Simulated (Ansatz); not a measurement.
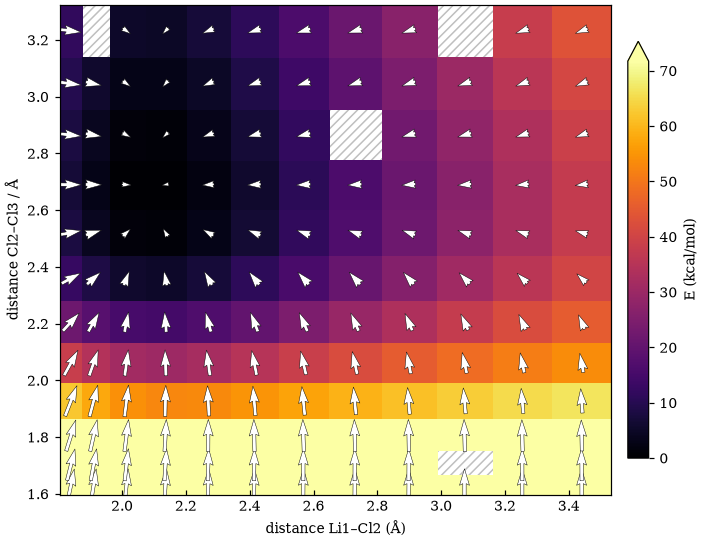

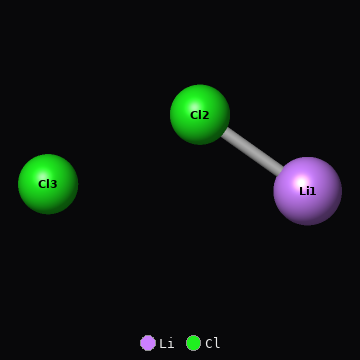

Energy landscape of the system Li + Cl₂, spin multiplicity 2. 
- The first coordinate is: distance Li1–Cl2; the second: distance Cl2–Cl3.
- Nothing is relaxed (the angle Li1–Cl2–Cl3 is fixed at 120 degrees).
- Grid: 12 × 12 points. At 4 points there is no value.
- Points are written as (first, second).
- All energies are given in kcal/mol relative to the lowest grid point.
- Level of theory: UKS PBE-D4/def2-SVPD (Ansatz).

The picture shows one coloured cell a grid point, arrows along the force (downhill), their lengths compressed, one colour for all values above the top of the scale, hatched blanks where no value was computed. The second picture is the structure at the lowest point.

> What does the map say about the system?

The lowest grid point is at (2.136 Å, 2.690 Å). The highest grid point, (1.840 Å, 1.632 Å), lies 164 kcal/mol above the lowest.

The values on the grid:

```
distance Cl2–Cl3 ↓, distance Li1–Cl2 →  1.840  1.911  2.014  2.136  2.270  2.414  2.568  2.729  2.898  3.073  3.254  3.440
                                 3.232     12      –      5      5      7     11     16     21     27      –     38     43
                                 3.046     10      6      3      3      5      9     14     19     25     30     36     41
                                 2.865      8      4      1      1      3      7     12      –     23     28     34     39
                                 2.690      7      3      0      0      2      6     11     16     21     27     32     37
                                 2.521      8      4      1      1      3      7     12     17     22     27     33     38
                                 2.360     12      8      6      5      7     11     16     21     26     31     36     40
                                 2.206     22     18     15     15     17     20     25     29     34     38     42     45
                                 2.062     38     34     31     31     32     35     38     42     45     48     51     54
                                 1.928     62     58     54     53     53     55     57     59     61     63     65     67
                                 1.806     94     89     84     81     80     81     82     83     83     84     85     86
                                 1.703    130    124    119    115    113    112    112    112    112      –    112    112
                                 1.632    164    157    151    147    144    142    142    141    140    140    140    140
```

Time for the 140 points that were run: 14 min on 1 thread of Arm Neoverse V2 (shared host).
